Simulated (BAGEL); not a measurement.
**AlNH3 (SMILES [NH2][AlH]): UHF/STO-3G (density fitting with qzvpp-jkfit)**

What is the energy change on altering one bond length of AlNH3 at UHF/STO-3G (density fitting with qzvpp-jkfit)? 

The results are computed with BAGEL 1.2.2.

**1. Starting point**

AlNH3: 5 atoms, total charge 0, spin state doublet. As SMILES, `[NH2][AlH]`. The shape is that of a PBE0-D4/def2-TZVP optimisation. This is one conformer, not always the lowest.

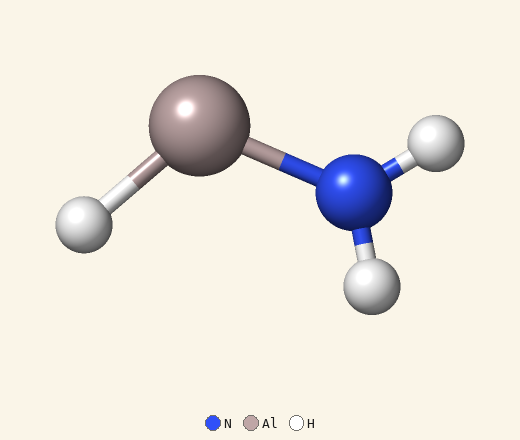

The structure, seen from a chosen angle (nitrogen blue, aluminium light grey, hydrogen white).

**2. The energy at UHF/STO-3G (density fitting with qzvpp-jkfit)**

File calc.json:

```json
{ "bagel": [

{
  "title": "molecule",
  "basis": "sto-3g",
  "df_basis": "qzvpp-jkfit",
  "angstrom": true,
  "geometry": [
    { "atom": "N", "xyz": [   -0.116600,   -0.660800,    0.175100 ] },
    { "atom": "Al", "xyz": [    0.836600,    0.833900,    0.120800 ] },
    { "atom": "H", "xyz": [    0.148500,   -1.505300,    0.655500 ] },
    { "atom": "H", "xyz": [   -1.010300,   -0.782800,   -0.277400 ] },
    { "atom": "H", "xyz": [    0.191800,    2.041400,   -0.715400 ] }
  ]
},
{ "title": "uhf", "charge": 0, "nopen": 1 },
{ "title": "print", "file": "orbitals.molden", "orbitals": true }

]}
```

The run is started by

```
$ BAGEL_NUM_THREADS=1 BAGEL calc.json > calc.out
```

What it wrote:

```text
* using 1 threads per process

  ===============================================================
  ===============================================================

  *** Geometry ***

  { "atom" : "N", "xyz" : [     -0.220342,     -1.248731,      0.330891 ] },
  { "atom" : "Al", "xyz" : [      1.580945,      1.575843,      0.228279 ] },
  { "atom" : "H", "xyz" : [      0.280624,     -2.844605,      1.238715 ] },
  { "atom" : "H", "xyz" : [     -1.909190,     -1.479278,     -0.524210 ] },
  { "atom" : "H", "xyz" : [      0.362449,      3.857687,     -1.351910 ] },

  Number of auxiliary basis functions:      259

  Since a DF basis is specified, we compute 2- and 3-index integrals:
    o Being stored without compression. Storage requirement is 0.001 GB

  Number of basis functions:       17
  Number of electrons      :       23

    * METHOD: MOLECULE                             0.04

  *** Open-shell HF ***

  === Nuclear Repulsion ===
    46.2350920341

      * DIIS with orbital gradients will be used.

  === UHF iteration (sto-3g) ===
      0       -294.38107009          0.04106861           0.00
      1       -294.43547812          0.01292421           0.00
      2       -294.44257387          0.00427014           0.00
      3       -294.44362865          0.00161073           0.00
      4       -294.44407770          0.00027566           0.00
      5       -294.44412657          0.00011206           0.00
      6       -294.44414199          0.00002572           0.00
      7       -294.44414259          0.00000763           0.00
      8       -294.44414266          0.00000396           0.00
      9       -294.44414269          0.00000139           0.00
     10       -294.44414270          0.00000035           0.00
     11       -294.44414270          0.00000012           0.00
     12       -294.44414270          0.00000003           0.00
     13       -294.44414270          0.00000001           0.00
    * SCF iteration converged.

    * S^2 (UHF) is 0.7560

    * Permanent dipole moment:
           (   -0.556119,     0.080433,    -0.342908) a.u.

    * METHOD: UHF                                  0.10

    * METHOD: PRINT                                0.00

  ===============================================================
```

Wall time 0.3 s (1 thread of Arm Neoverse V1, shared host).

**3. The distorted shape at the same level**

File hf.json:

```json
{ "bagel" : [

{
  "title" : "molecule",
  "basis" : "sto-3g",
  "df_basis" : "qzvpp-jkfit",
  "angstrom" : "true",
  "geometry" : [
    { "atom" : "N", "xyz" : [       0.399227,      -1.626775,       0.844043 ] },
    { "atom" : "Al", "xyz" : [       1.352427,      -0.132075,       0.789743 ] },
    { "atom" : "H", "xyz" : [       0.664327,      -2.471275,       1.324443 ] },
    { "atom" : "H", "xyz" : [      -0.494473,      -1.748775,       0.391543 ] },
    { "atom" : "H", "xyz" : [       0.191800,       2.041400,      -0.715400 ] }
  ]
},

{ "title" : "uhf", "nopen" : 1 },

{ "title" : "print", "file" : "orbitals.molden", "orbitals" : "true" }

]}
```

The run is started by

```
$ BAGEL_NUM_THREADS=1 BAGEL hf.json > hf.out
```

What it wrote:

```text
* using 1 threads per process

  ===============================================================
  ===============================================================

  *** Geometry ***

  { "atom" : "N", "xyz" : [      0.754430,     -3.074159,      1.595010 ] },
  { "atom" : "Al", "xyz" : [      2.555717,     -0.249586,      1.492398 ] },
  { "atom" : "H", "xyz" : [      1.255396,     -4.670033,      2.502835 ] },
  { "atom" : "H", "xyz" : [     -0.934419,     -3.304706,      0.739909 ] },
  { "atom" : "H", "xyz" : [      0.362449,      3.857687,     -1.351910 ] },

  Number of auxiliary basis functions:      259

  Since a DF basis is specified, we compute 2- and 3-index integrals:
    o Being stored without compression. Storage requirement is 0.001 GB

  Number of basis functions:       17
  Number of electrons      :       23

    * METHOD: MOLECULE                             0.04

  *** Open-shell HF ***

  === Nuclear Repulsion ===
    43.8913451790

      * DIIS with orbital gradients will be used.

  === UHF iteration (sto-3g) ===
      0       -294.16057800          0.04398072           0.00
      1       -294.30932133          0.01867477           0.00
      2       -294.34148453          0.00811890           0.00
      3       -294.34880290          0.00326605           0.00
      4       -294.35040404          0.00050441           0.00
      5       -294.35043553          0.00017204           0.00
      6       -294.35044352          0.00003858           0.00
      7       -294.35044764          0.00001902           0.00
      8       -294.35045180          0.00001320           0.00
      9       -294.35045710          0.00000899           0.00
     10       -294.35046071          0.00000384           0.00
     11       -294.35046155          0.00000057           0.00
     12       -294.35046156          0.00000009           0.00
     13       -294.35046156          0.00000005           0.00
     14       -294.35046156          0.00000002           0.00
     15       -294.35046156          0.00000000           0.00
    * SCF iteration converged.

    * S^2 (UHF) is 0.7651

    * Permanent dipole moment:
           (   -0.154416,    -0.142969,    -0.030035) a.u.

    * METHOD: UHF                                  0.11

    * METHOD: PRINT                                0.00

  ===============================================================
```

Wall time 0.32 s (1 thread of Arm Neoverse V1, shared host).

**4. Results**

At UHF/STO-3G (density fitting with qzvpp-jkfit):

| quantity | value |
| --- | --- |
| first shape: total energy | -294.44414 Eh |
| first shape: dipole moment | 1.67 D |
| first shape: ⟨S²⟩ | 0.756 |
| distorted shape: total energy | -294.35046 Eh |
| distorted shape: dipole moment | 0.54 D |
| distorted shape: ⟨S²⟩ | 0.765 |
| energy change with the Al2–H5 bond stretched from 1.604 to 2.887 Å | 2.549 eV |

**Reading.** With the Al2–H5 bond stretched from 1.604 to 2.887 Å the energy rises by 2.55 eV (246 kJ/mol). The first shape isn't relaxed at this level, so the change isn't measured from a minimum. The minimal basis adds a large error of its own.
